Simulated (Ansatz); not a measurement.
# ScInS3 in Amm2, a phase reached by a soft mode: a soft mode frozen in, part 2 of 3

Which phase does ScInS3 in Amm2, a phase reached by a soft mode fall into along its unstable mode, and how much energy does it gain?

Ansatz 0.2.0; DFT PBEsol, scalar-relativistic, plane waves, PAW; PAW set soft_1.

So far. Step 4 (The mode frozen in, largest atomic shift 0.45 Å): The run ends at a pressure of -1.60 GPa, with forces up to 0.25 eV/Å. Step 5 (Energy along the mode, all amplitudes (two of the runs …): The lowest of the steps tried is at 0.45 Å, 15.1 meV/atom below the parent; the bottom of the well need not coincide with a step.

The structure was built from a prototype and need not be the compound's stable phase.

**6. Relaxing from the distorted cell**

Starting from the lowest point found, all atoms and the cell are let go, so that strain and other modes of the same symmetry can join in.

The input, input.yaml:

```yaml
crystal:
  lattice:
    - [3.8020296096, 0.0, 0.0]
    - [0.0, 3.6064232419, 5.703594951]
    - [0.0, -3.6064232419, 5.703594951]
  atoms:
    - { symbol: Sc, position: [0.0, 0.7974552217, 0.8289044793] }
    - { symbol: In, position: [0.5, 0.4642184999, 0.4602683917] }
    - { symbol: S, position: [0.5, 0.5625347226, 0.0621421745] }
    - { symbol: S, position: [0.5, 0.0647134471, 0.6599305753] }
    - { symbol: S, position: [0.0, 0.658097811, 0.533320443] }
kpoints:
  mp_grid: { grid: [6, 4, 4] }
hamiltonian:
  xc: pbesol
  pseudopotentials: { kind: paw, azcp: { folder: soft_1 }, xc_functional: pbe }
scf:
  occupations: { method: fixed }
output:
  forces: true
  stress: true
  eigenvalues: true
relax:
  adjacent_minimum: "off"
  f_tol: 0.002
  max_steps: 120
  cell: { stress_tol: 0.03 }
```

On the command line:

```sh
ansatz run input.yaml --threads 4 --pin off --max-ram 16384MiB --backend cpu --events-out ev --progress --plain --runs-dir out
```

Numbers of over 12 decimals in the logs are rounded to 6 here.

The log of the run:

```text
[...]
Crystal: 5 atoms, lattice volume = 156.412 Å³
Basis set: ecut = 420 eV, 3027 PW (Γ), exchange–correlation on 54×96×96 points (8 copies of the dense FFT grid, shifted against one another)
Bands: 26, of which v1, the nominal top of the filled ones, is band 21 counted from 1 (20 counted from 0)
Symmetry: 2 space group operations
[...]
k-points: 40 of 96 (time reversal used)
[...]
SCF iter   1: F=—  HF=-10297.892715 eV  |F-HF|=—  |Δ(HF+E_count)|=         —  Δρ=3.34e-2  dr2=4.32e0  ethr=3.10e-3  ⟨swp⟩=5.0  Hψ=4446  notcnv=0  defer=82
[...]
SCF iter  10: F=-10296.995711 eV  HF=-10296.995711 eV  |F-HF|=8.77e-8  |Δ(HF+E_count)|=   1.14e-6  Δρ=5.41e-6  dr2=7.61e-8  ethr=2.38e-10  ⟨swp⟩=14.3  Hψ=6250  notcnv=0
SCF 1 converged in 10 iterations: F = -10296.995711 eV  dr2 = 7.61e-8
[...]
relax step   1: F+E_penalty+E_count = -10296.99571082 eV  Δ(F+E_penalty+E_count) = +0.000e0 eV  max|allowed force component| = 2.520e-1 eV/Å  Δτ_max = 0.0000 Å  P = -1.599 GPa  Ω = 156.412 Å³  (10 SCF iters, dr2 threshold 1.00e-7 eV, accepted)
Crystal: 5 atoms, lattice volume = 149.618 Å³
Basis set: ecut = 420 eV, 2937 PW (Γ), exchange–correlation on 54×96×96 points (8 copies of the dense FFT grid, shifted against one another)
[...]
iter 1 solved again at ethr=1.23e-4 eV; its pass at ethr=3.10e-3 eV (dr2=5.16e-2 eV) is discarded
[...]
SCF iter   7: F=-10297.065234 eV  HF=-10297.065234 eV  |F-HF|=6.19e-7  |Δ(HF+E_count)|=   4.13e-6  Δρ=9.75e-6  dr2=3.30e-7  ethr=1.19e-9  ⟨swp⟩=13.5  Hψ=6687  notcnv=0
SCF 2 converged in 7 iterations: F = -10297.065234 eV  dr2 = 3.30e-7
relax step   2: F+E_penalty+E_count = -10297.06523430 eV  Δ(F+E_penalty+E_count) = -6.952e-2 eV  max|allowed force component| = 1.958e-1 eV/Å  Δτ_max = 0.0912 Å  P = +0.052 GPa  Ω = 149.618 Å³  energy of the carried Pulay correction = +4.653e-4 eV  (7 SCF iters, dr2 threshold 5.00e-7 eV, accepted)
Crystal: 5 atoms, lattice volume = 144.863 Å³
Basis set: ecut = 420 eV, 2845 PW (Γ), exchange–correlation on 54×96×96 points (8 copies of the dense FFT grid, shifted against one another)
[...]
SCF iter   7: F=-10297.147223 eV  HF=-10297.147223 eV  |F-HF|=7.08e-7  |Δ(HF+E_count)|=   7.03e-6  Δρ=1.07e-5  dr2=3.09e-7  ethr=1.19e-9  ⟨swp⟩=11.6  Hψ=6861  notcnv=0
SCF 3 converged in 7 iterations: F = -10297.147223 eV  dr2 = 3.09e-7
relax step   3: F+E_penalty+E_count = -10297.14722327 eV  Δ(F+E_penalty+E_count) = -8.199e-2 eV  max|allowed force component| = 2.142e-1 eV/Å  Δτ_max = 0.1951 Å  P = -0.104 GPa  Ω = 144.863 Å³  energy of the carried Pulay correction = +8.035e-4 eV  (7 SCF iters, dr2 threshold 5.00e-7 eV, accepted)
[... from here on, the SCF cycles and remarks between the steps are left out ...]
relax step   4: F+E_penalty+E_count = -10297.22055590 eV  Δ(F+E_penalty+E_count) = -7.333e-2 eV  max|allowed force component| = 1.316e-1 eV/Å  Δτ_max = 0.1913 Å  P = -0.834 GPa  Ω = 140.686 Å³  energy of the carried Pulay correction = +1.110e-3 eV  (7 SCF iters, dr2 threshold 5.00e-7 eV, accepted)
relax step   5: F+E_penalty+E_count = -10297.28324558 eV  Δ(F+E_penalty+E_count) = -6.269e-2 eV  max|allowed force component| = 1.802e-1 eV/Å  Δτ_max = 0.1952 Å  P = -0.933 GPa  Ω = 133.005 Å³  energy of the carried Pulay correction = +1.695e-3 eV  (7 SCF iters, dr2 threshold 5.00e-7 eV, accepted)
relax step   6: F+E_penalty+E_count = -10297.31999122 eV  Δ(F+E_penalty+E_count) = -3.675e-2 eV  max|allowed force component| = 1.207e-1 eV/Å  Δτ_max = 0.1929 Å  P = -0.739 GPa  Ω = 126.181 Å³  energy of the carried Pulay correction = +2.243e-3 eV  (7 SCF iters, dr2 threshold 5.00e-7 eV, accepted)
relax step   7: F+E_penalty+E_count = -10297.34045809 eV  Δ(F+E_penalty+E_count) = -2.047e-2 eV  max|allowed force component| = 1.396e-1 eV/Å  Δτ_max = 0.0576 Å  P = -0.161 GPa  Ω = 124.490 Å³  energy of the carried Pulay correction = +2.383e-3 eV  (7 SCF iters, dr2 threshold 5.00e-7 eV, accepted)
relax step   8: F+E_penalty+E_count = -10297.38297731 eV  Δ(F+E_penalty+E_count) = -4.252e-2 eV  max|allowed force component| = 2.492e-1 eV/Å  Δτ_max = 0.1027 Å  P = +0.244 GPa  Ω = 121.231 Å³  energy of the carried Pulay correction = +2.657e-3 eV  (7 SCF iters, dr2 threshold 5.00e-7 eV, accepted)
relax step   9: F+E_penalty+E_count = -10297.41556128 eV  Δ(F+E_penalty+E_count) = -3.258e-2 eV  max|allowed force component| = 3.567e-1 eV/Å  Δτ_max = 0.1940 Å  P = +0.013 GPa  Ω = 122.045 Å³  energy of the carried Pulay correction = +2.588e-3 eV  (7 SCF iters, dr2 threshold 5.00e-7 eV, accepted)
relax step  10: F+E_penalty+E_count = -10297.38136793 eV  Δ(F+E_penalty+E_count) = +3.419e-2 eV  max|allowed force component| = 4.590e-1 eV/Å  Δτ_max = 0.1951 Å  P = -1.405 GPa  Ω = 129.138 Å³  energy of the carried Pulay correction = +2.002e-3 eV  (8 SCF iters, dr2 threshold 5.00e-7 eV, rejected (line search))
relax step  11: F+E_penalty+E_count = -10297.45151964 eV  Δ(F+E_penalty+E_count) = -3.596e-2 eV  max|allowed force component| = 1.922e-1 eV/Å  Δτ_max = 0.0950 Å  P = -0.196 GPa  Ω = 122.336 Å³  energy of the carried Pulay correction = +2.563e-3 eV  (12 SCF iters, accepted)
relax step  12: F+E_penalty+E_count = -10297.46771374 eV  Δ(F+E_penalty+E_count) = -1.619e-2 eV  max|allowed force component| = 5.336e-2 eV/Å  Δτ_max = 0.1000 Å  P = +0.019 GPa  Ω = 122.674 Å³  energy of the carried Pulay correction = +2.535e-3 eV  (7 SCF iters, dr2 threshold 5.00e-7 eV, accepted)
relax step  13: F+E_penalty+E_count = -10297.47104250 eV  Δ(F+E_penalty+E_count) = -3.329e-3 eV  max|allowed force component| = 1.416e-2 eV/Å  Δτ_max = 0.0780 Å  P = -0.001 GPa  Ω = 122.761 Å³  energy of the carried Pulay correction = +2.527e-3 eV  (7 SCF iters, dr2 threshold 1.78e-7 eV, accepted)
relax step  14: F+E_penalty+E_count = -10297.47118003 eV  Δ(F+E_penalty+E_count) = -1.375e-4 eV  max|allowed force component| = 1.744e-3 eV/Å  Δτ_max = 0.0123 Å  P = +0.000 GPa  Ω = 122.743 Å³  energy of the carried Pulay correction = +2.529e-3 eV  (7 SCF iters, dr2 threshold 1.25e-8 eV, accepted)
relax step  15: F+E_penalty+E_count = -10297.47118207 eV  Δ(F+E_penalty+E_count) = -2.041e-6 eV  max|allowed force component| = 2.457e-3 eV/Å  Δτ_max = 0.0027 Å  P = +0.008 GPa  Ω = 122.743 Å³  energy of the carried Pulay correction = +2.529e-3 eV  (8 SCF iters, accepted)
relax step  16: F+E_penalty+E_count = -10297.47118276 eV  Δ(F+E_penalty+E_count) = -6.839e-7 eV  max|allowed force component| = 7.607e-5 eV/Å  Δτ_max = 0.0004 Å  P = -0.001 GPa  Ω = 122.752 Å³  energy of the carried Pulay correction = +2.528e-3 eV  (5 SCF iters, dr2 threshold 3.77e-10 eV, accepted)
Basis set: ecut = 420 eV, 2373 PW (Γ), exchange–correlation on 54×90×72 points (8 copies of the dense FFT grid, shifted against one another)
[...]
SCF iter   6: F=-10297.469803 eV  HF=-10297.469803 eV  |F-HF|=0.00e0  |Δ(HF+E_count)|=  8.37e-11  Δρ=7.59e-8  dr2=1.10e-11  ethr=1.00e-12  ⟨swp⟩=14.1  Hψ=7173  notcnv=0
SCF 17 converged in 6 iterations: F = -10297.469803 eV  dr2 = 1.10e-11
relax step  17: F+E_penalty+E_count = -10297.46980341 eV  Δ(F+E_penalty+E_count) = +1.379e-3 eV  max|allowed force component| = 1.434e-4 eV/Å  Δτ_max = 0.0000 Å  P = -0.004 GPa  Ω = 122.752 Å³  stress off target by 9.95e-3 GPa  SCF on the basis re-selected at this cell (its energy is not comparable with the rows above)  (6 SCF iters)
basis re-selected at this cell: Δ(F+E_penalty+E_count) = +1.379e-3 eV, ΔP = -0.004 GPa vs the last step (what re-selecting the basis moved, of the pressure what is left beyond the Pulay correction that the steps carried, after the strain that the cell walked since its last selection, with what the two solves' SCF thresholds leave and, on support functions, any second-order correction that the steps lacked; it is no measure of the basis error at this ecutwfc). The dense FFT grid was sized anew with the basis: this SCF ran on 27×45×36 points, the steps before it on 27×48×48, so part of this shift can come from that change (see relax.cell in the input reference). [rest of the remark cut]
SCF converged after 6 iterations
Free energy (F): -10297.469803 eV
[...]
Internal energy: -10297.469803 eV  (E = F + TS)
E sigma→0 (E₀):  -10297.469803 eV
Fermi energy:    5.073495 eV
[...]
--- Forces (eV/Å), atoms counted from 1 ---
  atom   1  Sc     0.00000000     0.00000983     0.00000548
  atom   2  In     0.00000000    -0.00014352    -0.00007182
  atom   3  S      0.00000000    -0.00007606    -0.00008687
  atom   4  S      0.00000000     0.00008597     0.00008504
  atom   5  S      0.00000000     0.00012315     0.00006782
  max |Σ_I F_I| component: 6.41e-7 eV/Å
--- Stress (GPa, compression-positive) ---
       -0.001092       0.000000       0.000000
        0.000000      -0.005203       0.004013
        0.000000       0.004013      -0.006564
  P = ⅓ Tr σ = -0.0043 GPa (-0.043 kbar)
--- Band table (eV; the first three rows and the last of 40) ---
  k-point 0: bands = [... 17 lower, 3.5645, 4.9358, 4.9427, 5.0735, 6.6351, 7.7618, 7.9660, 8.4246, ... 1 higher]
  k-point 1: bands = [... 17 lower, 3.7505, 4.2368, 4.8374, 4.8397, 7.1060, 7.8930, 8.1102, 8.7138, ... 1 higher]
  k-point 2: bands = [... 17 lower, 3.6073, 4.5062, 4.6125, 5.0128, 7.3241, 7.9789, 8.4201, 9.4458, ... 1 higher]
  k-point 39: bands = [... 17 lower, 3.5381, 3.6164, 4.2579, 4.9726, 7.7632, 7.8873, 8.3919, 9.4217, ... 1 higher]
--- Relaxed structure (16 steps of the walk, 15 accepted, 1 SCFs on fresh bases) ---
  F+E_penalty+E_count = -10297.46980341 eV   max|allowed force component| = 1.434e-4 eV/Å   (the final SCF, on the basis selected at the relaxed cell)
  cell:  # Å, volume = 122.7522 Å³
    - [3.844764, -3.3384039196062255e-17, 4.59482731923528e-17]
    - [3.7262562017973774e-17, 3.901519, 5.332823]
    - [1.0059556424456406e-16, -2.659803, 4.547677]
  atoms:
    - { symbol: Sc, position: [-4.647219638869012e-18, 0.792038, 0.867616] }
    - { symbol: In, position: [0.5, 0.459242, 0.533970] }
    - { symbol: S, position: [0.5, 0.511666, 0.00777551] }
    - { symbol: S, position: [0.5, 0.058934, 0.734143] }
    - { symbol: S, position: [2.0988413890937922e-17, 0.725139, 0.401061] }
```

Elapsed: 80 s, on 4 threads of Arm Neoverse V2, shared host; peak memory 0.53 GiB; 5.2 min of CPU time.

The steps of the relaxation:

| step | energy less that of the first step (eV) | largest force component (eV/Å) | pressure (GPa) | volume (Å³) |
| --- | --- | --- | --- | --- |
| 1 | 0.0000 | 0.2520 | -1.60 | 156.41 |
| 2 | -0.0695 | 0.1958 | 0.05 | 149.62 |
| 3 | -0.1515 | 0.2142 | -0.10 | 144.86 |
| 4 | -0.2248 | 0.1316 | -0.83 | 140.69 |
| 5 | -0.2875 | 0.1802 | -0.93 | 133.00 |
| 6 | -0.3243 | 0.1207 | -0.74 | 126.18 |
| 7 | -0.3447 | 0.1396 | -0.16 | 124.49 |
| 8 | -0.3873 | 0.2492 | 0.24 | 121.23 |
| 9 | -0.4199 | 0.3567 | 0.01 | 122.04 |
| 10 | -0.3857 | 0.4590 | -1.40 | 129.14 |
| 11 | -0.4558 | 0.1922 | -0.20 | 122.34 |
| 12 | -0.4720 | 0.0534 | 0.02 | 122.67 |
| 13 | -0.4753 | 0.0142 | 0.00 | 122.76 |
| 14 | -0.4755 | 0.0017 | 0.00 | 122.74 |
| 15 | -0.4755 | 0.0025 | 0.01 | 122.74 |
| 16 | -0.4755 | 0.0001 | 0.00 | 122.75 |
| 17* | -0.4741 | 0.0001 | 0.00 | 122.75 |

Relaxation steps marked * repeat the geometry before them on a plane-wave basis chosen anew for their cell, so energy and pressure can jump there. Relaxation step 10 was tried and not accepted.

Forces are held to the 2 operations that the run works with; a distortion that breaks them can't arise in this run.

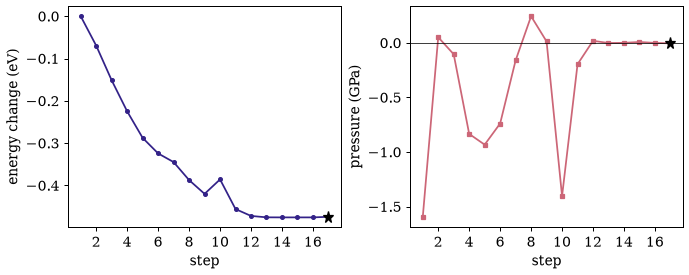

Energy and pressure along the relaxation. Stars mark steps on a basis chosen anew.

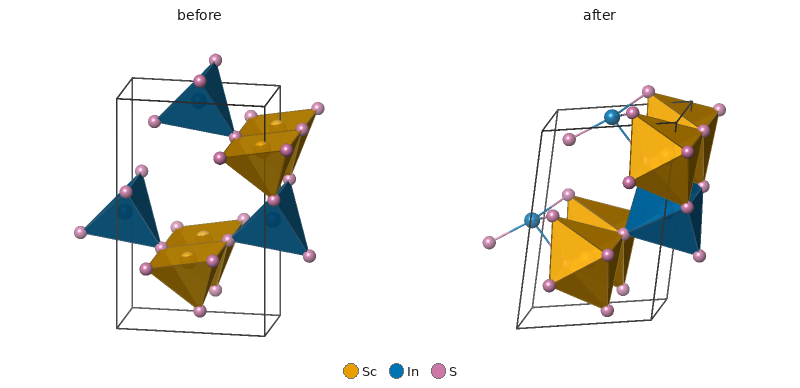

The structure before and after the relaxation, drawn at the same scale.

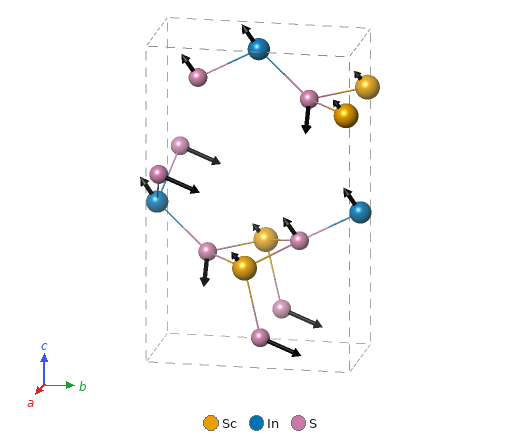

Displacements in the relaxation, exaggerated, measured against the changing cell; the longest in the cell stands for 0.66 Å. Some periodic images of atoms are drawn too.

| cell as run | before | after | change |
| --- | --- | --- | --- |
| a (Å) | 3.802 | 3.845 | +1.1 % |
| b (Å) | 6.748 | 6.608 | -2.1 % |
| c (Å) | 6.748 | 5.268 | -21.9 % |
| α (°) | 64.61 | 66.51 | +2.9 % |
| volume (Å³/atom) | 31.28 | 24.55 | -21.5 % |

The atoms that moved most (Å, as changes of fractional coordinates times the final cell):

| atom | dx | dy | dz | length |
| --- | --- | --- | --- | --- |
| S5 | 0.000 | 0.613 | -0.244 | 0.660 |
| S3 | 0.000 | -0.054 | -0.519 | 0.521 |
| S4 | 0.000 | -0.220 | 0.307 | 0.377 |
| In2 | 0.000 | -0.215 | 0.309 | 0.376 |
| Sc1 | 0.000 | -0.124 | 0.147 | 0.193 |

The relaxed structure:

```xyz
5
Lattice="3.8448 0.0000 0.0000 0.0000 3.9015 5.3328 0.0000 -2.6598 4.5477" Properties=species:S:1:pos:R:3 pbc="T T T"
Sc    0.0000    0.7825    8.1694
In    1.9224    0.3715    4.8774
S     1.9224    1.9756    2.7640
S     1.9224   -1.7227    3.6529
S     0.0000    1.7624    5.6909
```

This step gave:

```
pressure          : -0.004287 GPa
gap on the k-mesh : 1.562 eV
volume per atom   : 24.55 Å³
```

The distorted start has space group Pm; the relaxation ends in Amm2.

**7. The new phase in its own primitive cell**

The relaxed structure is symmetrised, reduced to its primitive cell and relaxed tightly, as its phonons need.

input.yaml, the sections that differ from step 6:

```yaml
crystal:
  lattice:
    - [3.8447641145, 0.0, 0.0]
    - [0.0, 2.6341943133, 6.0601271016]
    - [0.0, -2.6341943133, 6.0601271016]
  atoms:
    - { symbol: Sc, position: [0.0, 0.3403451995, 0.3403451995] }
    - { symbol: In, position: [0.5, 0.0067433255, 0.0067433255] }
    - { symbol: S, position: [0.5, 0.4805314127, 0.4805314127] }
    - { symbol: S, position: [0.5, 0.2068972573, 0.2068972573] }
    - { symbol: S, position: [0.0, 0.8737949241, 0.8737949241] }
kpoints:
  mp_grid: { grid: [6, 6, 6] }
relax:
  adjacent_minimum: "off"
  f_tol: 0.001
  max_steps: 60
  cell: { stress_tol: 0.01 }
# hamiltonian, scf, output: as in step 6
```

The log of the run:

```text
[...]
Crystal: 5 atoms, lattice volume = 122.752 Å³
Basis set: ecut = 420 eV, 2373 PW (Γ), exchange–correlation on 54×90×90 points (8 copies of the dense FFT grid, shifted against one another)
Bands: 26, of which v1, the nominal top of the filled ones, is band 21 counted from 1 (20 counted from 0)
Symmetry: 4 space group operations
[...]
k-points: 52 of 216 (time reversal used)
[...]
cell:  # Å, volume = 122.7679 Å³
    - [3.844315, 0.0, 0.0]
    - [0.0, 2.635177, 6.059350]
    - [0.0, -2.635177, 6.059350]
  atoms:
    - { symbol: Sc, position: [0.0, 0.340372, 0.340372] }
    - { symbol: In, position: [0.5, 0.00673767, 0.00673767] }
    - { symbol: S, position: [0.5, 0.480489, 0.480489] }
    - { symbol: S, position: [0.5, 0.206891, 0.206891] }
    - { symbol: S, position: [0.0, 0.873823, 0.873823] }
[key lines of the parts left out:]
SCF converged after 6 iterations
Free energy (F): -10297.469058 eV
Fermi energy:    5.072165 eV
P = ⅓ Tr σ = 0.0004 GPa (0.004 kbar)
```

Elapsed: 23 s, on 4 threads; peak memory 0.49 GiB; 89 s of CPU time.

Little changed from the start: no atom moved by 0.005 Å and no cell edge by 0.1 %.

This step gave:

```
pressure           : 3.54e-4 GPa
gap on the k-mesh  : 1.564 eV
direct gap on mesh : 1.564 eV
```

The largest force component left is 0.87 meV/Å and the pressure is 0.000 GPa, within the tolerances set. The cell now holds 24.55 Å³/atom.

(Continued in part 3 of 3.)

[Logs are printed without paths, hosts, clocks, repeated set-up lines and the standing remarks that a program may print on its own settings, such as how far it seeks lower states.]

[Hosts, paths, dates, database ids (printed as entryN), source tags and the programs' standing remarks are cut or masked in the printed files.]
